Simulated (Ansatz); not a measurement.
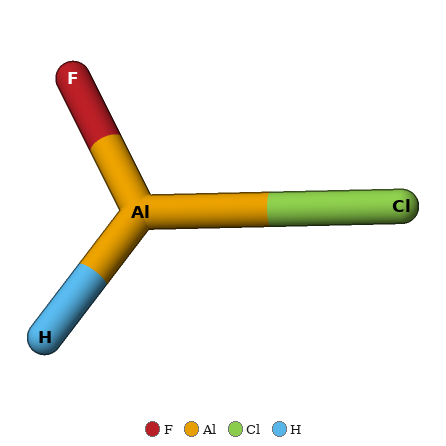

The structure as it stands in the input.

The calculation was set up as follows.

```yaml
crystal:
  periodic: [false, false, false]
  atoms:
    - {symbol: F, position_ang: [0.469906, -1.026918, 1.244717]}
    - {symbol: Al, position_ang: [0.120696, 0.030098, 0.039953]}
    - {symbol: Cl, position_ang: [-2.015924, -0.363735, -1.308380]}
    - {symbol: H, position_ang: [1.081694, 1.226685, -0.248563]}
basis:
  gaussian: {orbitals: def2-TZVPP}
correlation: {method: ccsd_t}
```

Result:

```
Functional definition: HF
  name "HF"
  cite "Fock, Z. Phys. 61, 126 (1930) doi:10.1007/BF01340294"
  parent pbe
  exchange = exact_x
  correlation = 0
784 factors; integrals over basis functions are off by at most 1.6e-3 eV
mean field evaluation 1: about -21810.3929 eV, gradient 3.4e1 eV
mean field evaluation 2: about -21810.4467 eV, gradient 3.4e1 eV
mean field evaluation 4: about -21812.9990 eV, gradient 2.1e0 eV
mean field evaluation 8: about -21813.0422 eV, gradient 2.3e-1 eV
mean field evaluation 16: about -21813.0425 eV, gradient 2.2e-6 eV
mean field -21813.04251416 eV, -801.6145269843 hartree, gradient 2.2e-6 eV, S^2 0.000000; 0 other end points of the search recorded, 0 dependent functions left out
11 core orbitals not correlated: weight in the atoms' cores, before any rotation towards them, 1.000 or more for the frozen orbitals, at most 0.000 for the correlated occupied ones
reference -21813.04251416 eV, -801.6145269843 hartree; 9, 9 occupied and 109, 109 virtual orbitals, 784 factors
second order -14.04494663 eV of doubles, -0.00000000 eV of singles
cycle   1  -14.30496846 eV  change   -2.6e-1 eV  update   8.2e-2
cycle   2  -14.60658085 eV  change   -3.0e-1 eV  update   2.6e-2
cycle   3  -14.69421656 eV  change   -8.8e-2 eV  update   1.4e-2
cycle   4  -14.68434359 eV  change    9.9e-3 eV  update   3.4e-3
cycle   5  -14.68207759 eV  change    2.3e-3 eV  update   1.4e-3
cycle   6  -14.68273668 eV  change   -6.6e-4 eV  update   4.4e-4
cycle   7  -14.68260734 eV  change    1.3e-4 eV  update   1.3e-4
cycle   8  -14.68256629 eV  change    4.1e-5 eV  update   4.2e-5
cycle   9  -14.68258306 eV  change   -1.7e-5 eV  update   1.6e-5
perturbative correction -0.49540345 eV, -0.0182057409 hartree
Total energy: -21828.22050067 eV, -802.1723077004 hartree
```
